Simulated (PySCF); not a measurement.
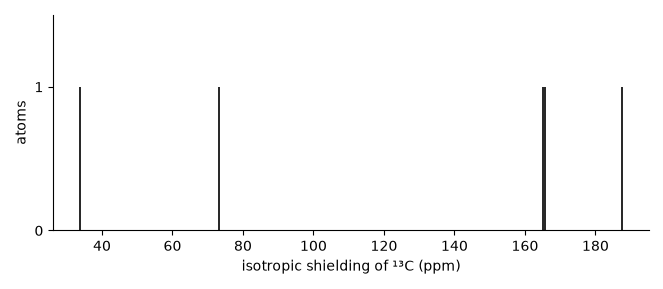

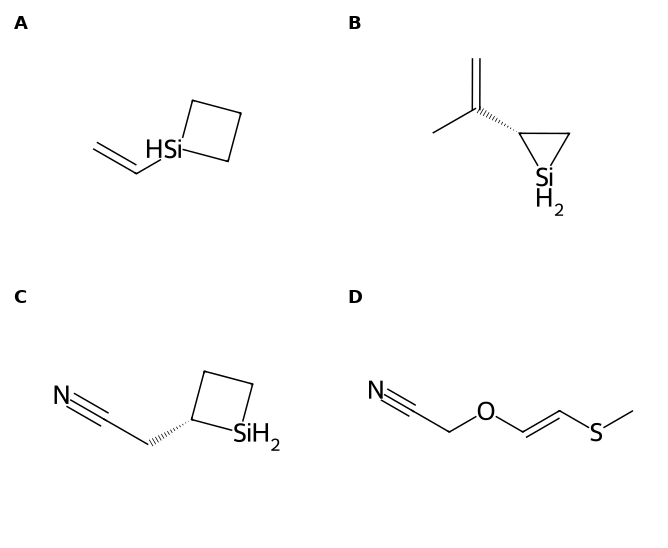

The sticks are computed shieldings of one of the molecules, for one fixed geometry (GFN2-xTB) without averaging over rotations. Low shielding means a high chemical shift. Method: GIAO PBE0/pcSseg-1 NMR shielding, non-relativistic, gas phase (PySCF 2.14.0).

> Which molecule gives this pattern?

B, `C=C(C)[C@@H]1C[SiH2]1`. Its 5 C atoms give lines at 33.8, 73.1, 165.0, 165.8, 187.5 ppm.

The geometry is semi-empirical. Around Si such bond lengths and angles can be off by a tenth of an ångström or more and by several degrees, and values that hang on the shape move with them.
